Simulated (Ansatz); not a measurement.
# How methods differ on GeH3O (SMILES [OH][GeH2])

GeH3O: 5 atoms, total charge 0, spin state doublet. SMILES: `[OH][GeH2]`. The coordinates come from a PBE0-D4/def2-TZVP relaxation. This is one conformer, not always the lowest.

Quantity: the electronic atomisation energy, in eV. The values are calculated. Electronic energies at fixed atoms, without zero-point motion or spin-orbit coupling.

```
           level                    kind  program  value (eV)  less FCI/STO-3G  CPU time (all runs)
      UHF/STO-3G            Hartree–Fock   Ansatz       12.20            -2.27               0.42 s
U-r2SCAN0/STO-3G         hybrid meta-GGA   Ansatz       17.42            +2.95                 20 s
   UB3LYP/STO-3G           global hybrid   Ansatz       18.03            +3.56                6.8 s
   UBHLYP/STO-3G           global hybrid   Ansatz       16.96            +2.49                3.8 s
  U-wB97X/STO-3G  range-separated hybrid   Ansatz       17.49            +3.02                 26 s
     UMP2/STO-3G     perturbation theory   Ansatz       13.87            -0.60               0.37 s
 UCCSD(T)/STO-3G   coupled cluster or CI   Ansatz       14.45            -0.02               0.68 s
UCCSDT(Q)/STO-3G   coupled cluster or CI   Ansatz       14.47             0.00                3.7 s
      FCI/STO-3G      exact in the basis   Ansatz       14.47             0.00                 74 s
```

FCI/STO-3G is exact within its basis and frozen core, so for wave-function methods in that basis the difference is their error; functionals converge differently with the basis, so for them it is only a difference. All-electron rows without a relativistic Hamiltonian named are non-relativistic. The values span 12.20 to 18.03 eV. Spin contamination of the reference (⟨S²⟩ at least 0.1 too high) touches U-r2SCAN0/STO-3G, UB3LYP/STO-3G, U-wB97X/STO-3G. All rows use very small basis sets, so even the best lies far from the true value. In the correlated wave-function rows the outer d shell of Ge is correlated, in sets not made for it. Times are those of the runs behind each value, whatever else they computed, on shared processors of several kinds: orders of magnitude only.

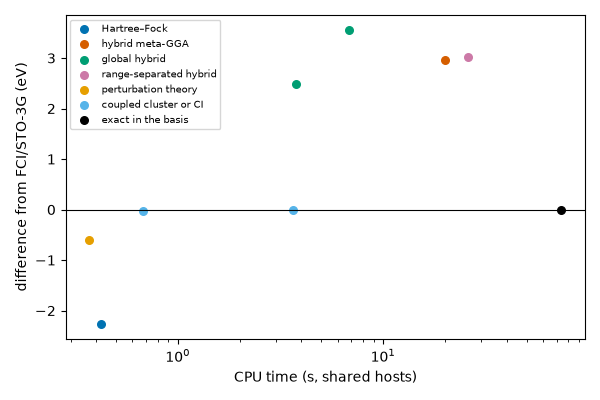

Difference from FCI/STO-3G against processor time, one point a level.
